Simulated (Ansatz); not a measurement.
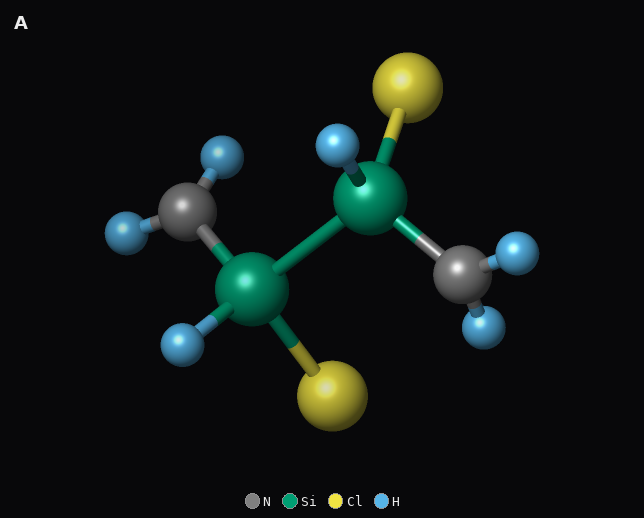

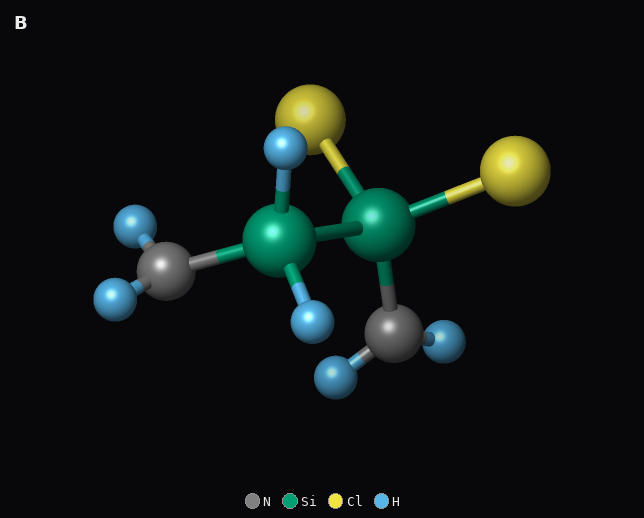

2 stationary structures of one formula. Geometries: PBE0-D4/def2-TZVP. Electronic energies: CCSD(T)/CBS (MP2 limit from def2-TZVPP and def2-QZVPP plus CCSD(T) − MP2) (Ansatz 0.2.0), without zero-point energy. No frequency run is at hand to confirm each as a minimum. Each is one conformer, not always the lowest.

### Which is lowest in energy, and by how much?

A is lowest; B lies 15.4 kJ/mol above it. A is `N[Si@@H](Cl)[Si@@H](N)Cl`, B is `N[SiH2][Si](N)(Cl)Cl`.

Give E(B) − E(A) in kJ/mol at these levels too: B3LYP-D4/def2-TZVPP; RHF-CCSD(T) (frozen core)/def2-TZVPP; CCSD(T)/CBS (MP2 limit from def2-TZVPP and def2-QZVPP plus CCSD(T) − MP2); ωB97X-V/def2-TZVPP; RHF-MP2 (frozen core)/def2-QZVPP; PBE-D4/def2-TZVPP; B2PLYP (frozen core)/def2-TZVPP; ωB97M-V/def2-TZVPP.

| level | E(B) − E(A) (kJ/mol) |
| --- | --- |
| B3LYP-D4/def2-TZVPP | +15.6 |
| RHF-CCSD(T) (frozen core)/def2-TZVPP | +14.1 |
| CCSD(T)/CBS (MP2 limit from def2-TZVPP and def2-QZVPP plus CCSD(T) − MP2) | +15.4 |
| ωB97X-V/def2-TZVPP | +14.9 |
| RHF-MP2 (frozen core)/def2-QZVPP | +14.5 |
| PBE-D4/def2-TZVPP | +15.9 |
| B2PLYP (frozen core)/def2-TZVPP | +15.1 |
| ωB97M-V/def2-TZVPP | +14.8 |
